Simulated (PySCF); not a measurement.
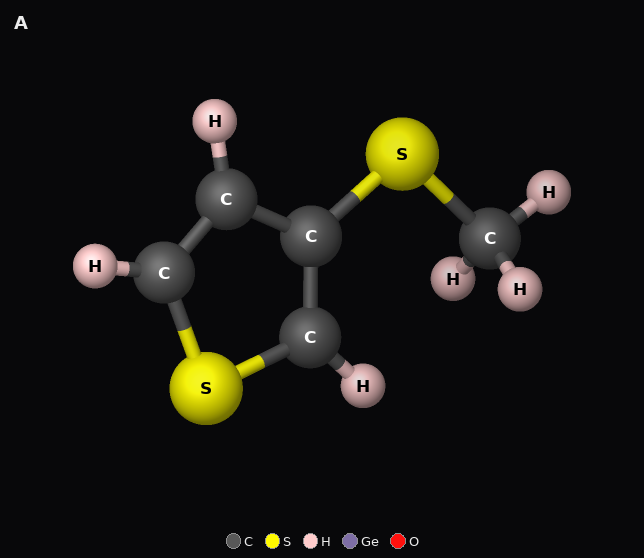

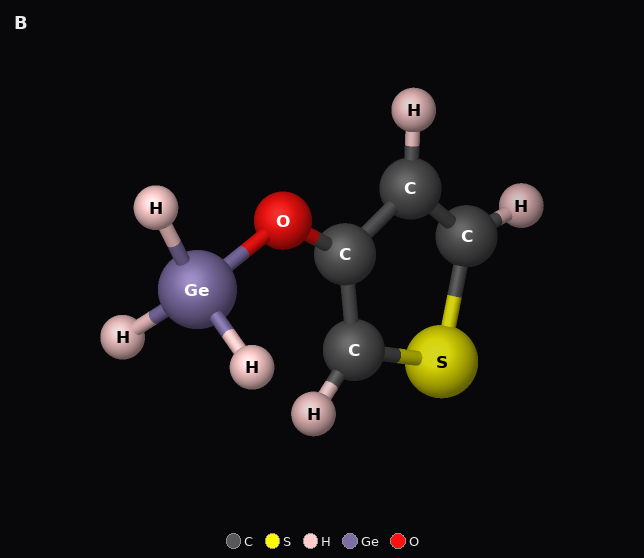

Two related species, optimised with GFN2-xTB; properties computed with PySCF 2.14.0. Both: charge 0, singlet.

Identify both.

Answer. A is C5H6S2 (CSc1ccsc1), B is C4H6GeOS.

Compare them. With CAM-B3LYP/def2-SVPD: dipole moment (D), HOMO–LUMO gap (eV), HOMO energy (Kohn–Sham orbital) (eV), lowest vertical singlet excitation (eV), mean static polarisability (bohr³).

```csv
quantity,A,B
dipole moment (D),0.98,1.35
HOMO–LUMO gap (eV),7.85,8.33
HOMO energy (Kohn–Sham orbital) (eV),−7.24,−7.56
lowest vertical singlet excitation (eV),5.10,5.42
mean static polarisability (bohr³),96.3,94.4
```

Each is one conformer, and no frequency run is at hand to confirm it as a minimum.

The geometry is semi-empirical. Around Ge such bond lengths and angles can be off by a tenth of an ångström or more and by several degrees, and values that hang on the shape move with them.
